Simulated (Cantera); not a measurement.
A closed system holds: 1 mol S, 2.8 mol H2, a varied amount of O2, equilibrated at 2100 K and 140 bar.

These are equilibrium values from Cantera (NASA tables, ideal gas, pure condensed phases), not measurements of a reactor. Candidate condensed phases: H2O, H2SO4, S; 19 gas species. The ideal-gas law is rough above about 30 bar. Rates play no part.

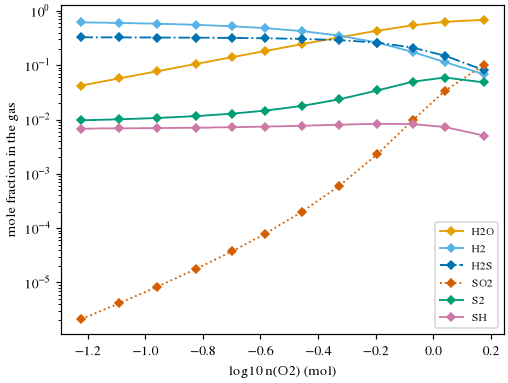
*Equilibrium gas composition (values under 1e-9 drawn at 1e-9)*

Task: Read off the mole fractions at 0.2 mol O2.

Result: H2 about 0.52, H2S about 0.32, H2O about 0.14, S2 about 0.013, SH about 0.0072, SO2 about 3.7e-5.
